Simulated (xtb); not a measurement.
**Run report: BAs$_{2}$NH$_{6}$, geometry relaxation (part 5 of 5)**

Continued. System: BAs$_{2}$NH$_{6}$, SMILES NB([AsH2])[AsH2]. Method: GFN1-xTB (xtb 6.7.1). The geometry comes from this level: GFN2-xTB.

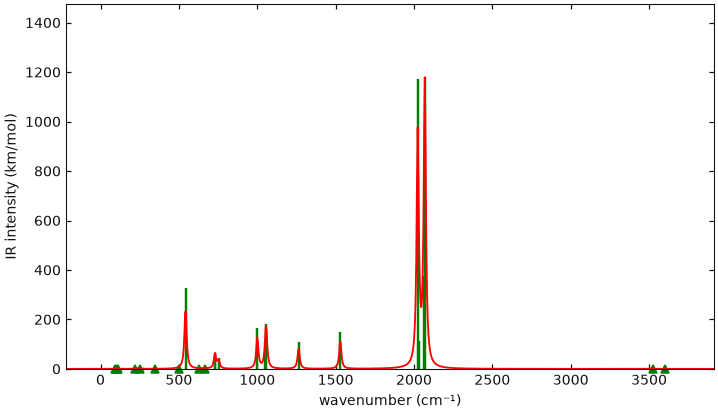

Fig. 1: Harmonic infrared spectrum, unscaled: sticks (degenerate modes added up, dark ones marked on the axis) with a Lorentzian envelope of 16 cm⁻¹ full width, scaled to the tallest stick. 24 modes from 94 to 3599 cm⁻¹, none imaginary. The strongest line is at 2070 cm⁻¹ (1179 km/mol).

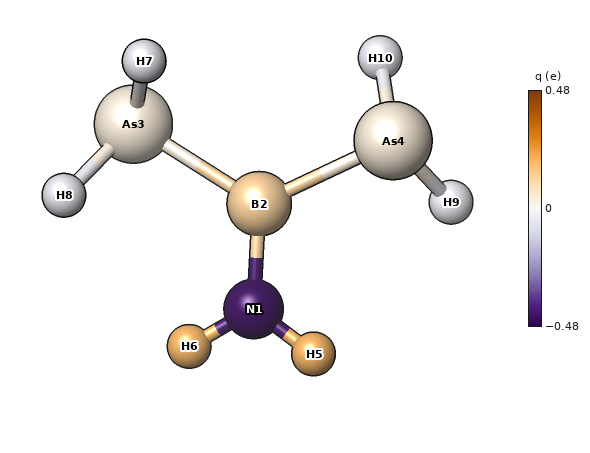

Fig. 2: Mulliken charges, as the colour of each atom (ball-and-stick view, seen on its broad side; atoms are numbered from 1 in the order of the input). By element: N −0.46, B +0.13, As +0.04 and H −0.04 to +0.20 e.

This output came from the following input.

Input file (geom.xyz)
```
10
start
N     -1.111690     0.666250    -0.517390
B     -0.005490     0.012970    -0.006610
As     0.030960    -2.012840     0.051930
As     1.569060     1.090130     0.678510
H     -1.207260     1.672610    -0.554790
H     -1.919310     0.191930    -0.898390
H      1.254260    -2.083050    -0.829300
H     -0.845530    -2.181870    -1.175410
H      0.710060     2.217920     1.217840
H      1.524930     0.425950     2.033590
```

Run as:
```bash
xtb geom.xyz --ohess vtight --gfn 1 > geom.out
```

Summary

```tsv
quantity	value
outcome	converged
electrons treated	24
total energy	−12.614832 hartree
dispersion energy	−0.003918 hartree
basis functions	40
HOMO	−9.84 eV
LUMO	−6.14 eV
zero-point energy	0.061298 hartree
dipole moment	3.14 D
wavenumbers, lowest and highest	94 and 3599 cm⁻¹
hardware	1 thread of Intel Xeon (Sapphire Rapids), 16 GiB of memory available, shared host
wall time	0.64 s
peak memory	0.067 GiB
```
